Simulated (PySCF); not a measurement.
C4H7NSi: core-level calculation

The run: core-level calculation of C4H7NSi. Method and program: delta-SCF UKS SCAN, pcX-2 on the ionised atom, pcseg-1 elsewhere, spin-free X2C (PySCF 2.14.0).

Figures and captions count atoms from 1; the log counts them from 0 in places.

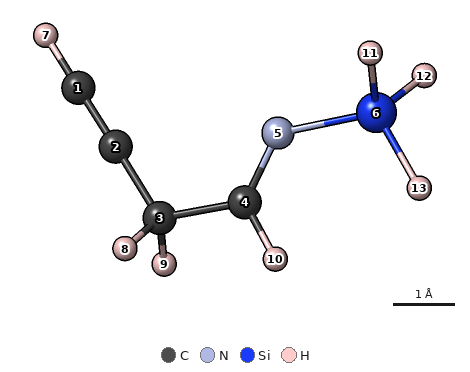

Fig. 1: The structure as given in the input (ball-and-stick view, seen at a tilt; atoms are numbered from 1 in the order of the input).

Key numbers:

| quantity | value |
| --- | --- |
| outcome | converged |
| hardware | 1 CPU thread, shared host |
| wall time | 72 s |
| peak memory | 0.54 GiB |

Notes:

The core-hole state is spin-contaminated.

Input file:
```
{"job": {"kind": "xps"}, "charge": 0, "multiplicity": 1}
C     -2.194226     1.535741     0.689835
C     -1.746033     0.416529     0.593134
C     -1.225736    -0.934932     0.475155
C      0.276575    -1.052594     0.392810
N      1.063464    -0.068347     0.413688
Si     2.808709    -0.165047     0.316640
H     -2.583605     2.532981     0.776165
H     -1.564458    -1.553393     1.327376
H     -1.649325    -1.431825    -0.418068
H      0.618930    -2.110426     0.309378
H      3.381379     0.453198     1.546422
H      3.254659     0.609003    -0.877035
H      3.298908    -1.581754     0.200692
```

The first line tells a small driver script what to run in PySCF; the rest is the geometry in Å.

Command:
```bash
OMP_NUM_THREADS=1 python <driver script> task.json out
```

The program's output:
```
ground state, core basis on atom 0 (C), 154 functions
  cycle   1  E = -501.20287705  |g| = 5.68e-01
  cycle   2  E = -501.01314528  |g| = 1.02e+00
  cycle   3  E = -501.26859817  |g| = 2.45e-01
  cycle   4  E = -501.28318356  |g| = 4.92e-02
  cycle   5  E = -501.28327358  |g| = 4.87e-02
  cycle   6  E = -501.28386394  |g| = 9.37e-03
  cycle   7  E = -501.28388826  |g| = 3.10e-03
  cycle   8  E = -501.28388728  |g| = 1.16e-03
  cycle   9  E = -501.28388851  |g| = 1.42e-04
  E(ground) = -501.32620250 Eh
hole in C 1s of atom 0
  cycle   1  E = -490.04643973  |g| = 1.50e+00
[... 12 cycles left out ...]
  E(ion) = -490.66209465 Eh   <S^2> = 0.8379   hole on atom = 1.000   binding energy = 290.185 eV
ground state, core basis on atom 1 (C), 154 functions
[... 6 cycles left out ...]
  E(ground) = -501.32706301 Eh
hole in C 1s of atom 1
[... 13 cycles left out ...]
  E(ion) = -490.64451592 Eh   <S^2> = 0.8696   hole on atom = 1.000   binding energy = 290.687 eV
ground state, core basis on atom 2 (C), 154 functions
[... 6 cycles left out ...]
  E(ground) = -501.32182389 Eh
hole in C 1s of atom 2
[... 14 cycles left out ...]
  E(ion) = -490.59813090 Eh   <S^2> = 0.7751   hole on atom = 1.000   binding energy = 291.807 eV
ground state, core basis on atom 3 (C), 154 functions
[... 7 cycles left out ...]
  E(ground) = -501.32447727 Eh
hole in C 1s of atom 3
[... 14 cycles left out ...]
  E(ion) = -490.58716316 Eh   <S^2> = 0.8395   hole on atom = 1.000   binding energy = 292.177 eV
ground state, core basis on atom 4 (N), 154 functions
[... 7 cycles left out ...]
  E(ground) = -501.33538011 Eh
hole in N 1s of atom 4
[... 11 cycles left out ...]
  E(ion) = -486.48406663 Eh   <S^2> = 0.7769   hole on atom = 1.000   binding energy = 404.125 eV
ground state, core basis on atom 5 (Si), 165 functions
[... 7 cycles left out ...]
  E(ground) = -501.37655582 Eh
hole in Si 1s of atom 5
[... 13 cycles left out ...]
  E(ion) = -433.50854878 Eh   <S^2> = 0.7524   hole on atom = 1.000   binding energy = 1846.783 eV
hole in Si 2p of atom 5
[... 1 cycle left out ...]
  cycle   2  E = -495.15009007  |g| = 1.66e+00
  cycle   3  E = -497.05449680  |g| = 7.30e-01
  cycle   4  E = -497.38661169  |g| = 2.54e-01
  cycle   5  E = -497.39801241  |g| = 2.37e-01
  cycle   6  E = -497.42456655  |g| = 5.17e-02
  cycle   7  E = -497.42540669  |g| = 3.64e-02
  cycle   8  E = -497.42606433  |g| = 1.02e-02
  cycle   9  E = -497.42611409  |g| = 3.90e-03
  cycle  10  E = -497.42612016  |g| = 1.03e-03
  cycle  11  E = -497.42612192  |g| = 2.75e-04
  E(ion) = -497.43797394 Eh   <S^2> = 0.7520   hole on atom = 1.002   binding energy = 107.174 eV
  2p3/2 = 106.944 eV   2p1/2 = 107.567 eV
```

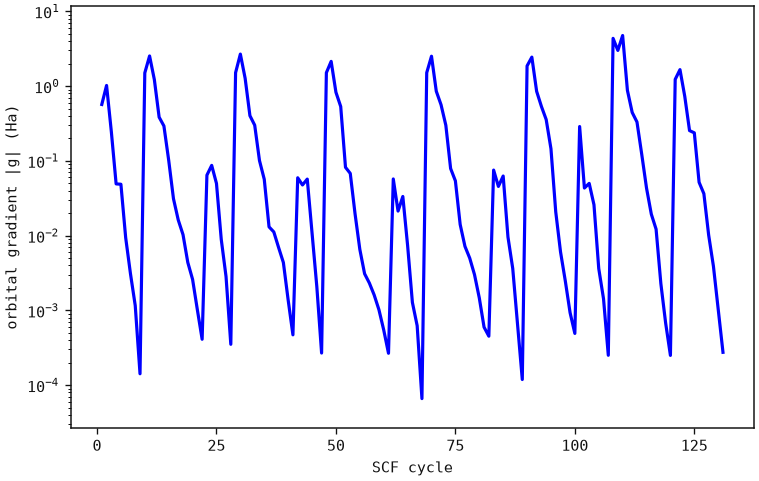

Fig. 2: Convergence of the self-consistent field: orbital gradient |g| against the SCF cycle. All cycles printed in the log are drawn one after another.

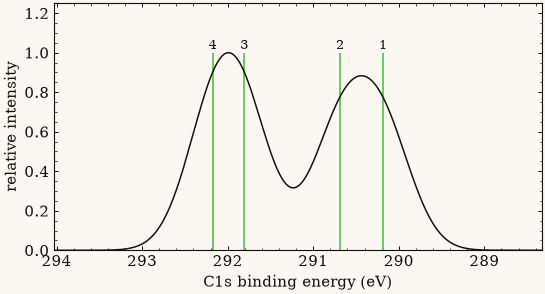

Fig. 3: C1s binding energies by ΔSCF of the atoms computed, labelled by atom number, with a Gaussian envelope of 0.8 eV full width. They run from 290.19 eV (atom 1) to 292.18 eV (atom 4).
